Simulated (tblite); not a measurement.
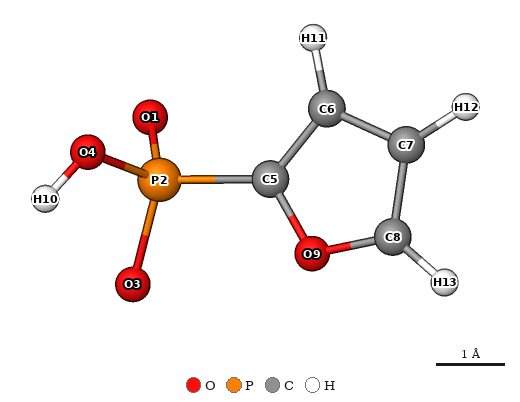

This is the input geometry for a relaxation of C$_{4}$H$_{4}$O$_{4}$P (charge −1). A ball-and-stick model, seen at a tilt.

Theory: GFN2-xTB geometry optimisation, gas phase (tblite).

```xyz
13

O     2.0818   -1.7528   -0.7679
P     1.7693   -0.3209   -0.4235
O     2.3082    0.6696   -1.6695
O     2.5739    0.1741    0.9888
C     0.0240   -0.0587   -0.1653
C    -0.8914   -0.8098    0.5237
C    -2.1250   -0.1660    0.4043
C    -1.8766    0.9584   -0.3670
O    -0.6018    0.9704   -0.6846
H     3.1846    0.9105    0.8536
H    -0.7054   -1.7275    1.0705
H    -3.0746   -0.4988    0.8432
H    -2.6713    1.6519   -0.6239
```

### Predict the outcome.

H10 moves most after the best rigid fit: 1.13 Å. By element the largest moves are H 1.13 Å, O 1.02 Å, C 0.47 Å, P 0.22 Å. Among the contacts that change: P2–O3 1.680 → 1.492 Å, P2–C5 1.784 → 1.846 Å, P2–O4 1.699 → 1.661 Å, C5–O9 1.312 → 1.347 Å. Among the angles between lasting bonds that change: O1–P2–O3 108.9° → 122.2°, O9–C8–H13 130.3° → 117.4°, P2–O4–H10 113.9° → 101.5°. Groups turn about P2–C5 by about 60°, P2–O4 by about 30°. The energy falls by 1.304 eV in 107 geometry steps. The run took 2.3 s on 1 thread of Intel(R) Xeon(R) Processor @ 2.50GHz, with other jobs on the host.

Step by step:

```csv
step,"E − E(0), eV"
0,0.0000
1,-1.0013
2,-1.0583
3,-1.1062
4,-1.1626
5,-1.1758
6,-1.1952
7,-1.2104
8,-1.2232
9,-1.2321
10,-1.2365
15,-1.2441
20,-1.2520
25,-1.2593
30,-1.2645
36,-1.2661
41,-1.2676
46,-1.2692
51,-1.2699
56,-1.2700
61,-1.2712
66,-1.2771
71,-1.2838
76,-1.2868
81,-1.2943
87,-1.2989
92,-1.3015
97,-1.3036
102,-1.3039
107,-1.3040
```

Final geometry:

```xyz
13

O     2.1807   -1.8080    0.2452
P     1.8774   -0.4714   -0.3103
O     2.2215   -0.0966   -1.7124
O     2.5114    0.7004    0.6813
C     0.0849   -0.1224   -0.0377
C    -0.9414   -0.9976    0.1577
C    -2.1226   -0.2222    0.2285
C    -1.7255    1.0685    0.0641
O    -0.3927    1.1360   -0.1003
H     2.5453    1.4509    0.0916
H    -0.8438   -2.0600    0.2455
H    -3.1266   -0.5705    0.3824
H    -2.2728    1.9931    0.0469
```

The end point in the same view:

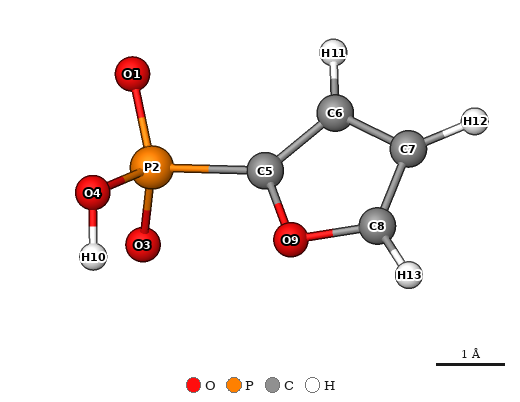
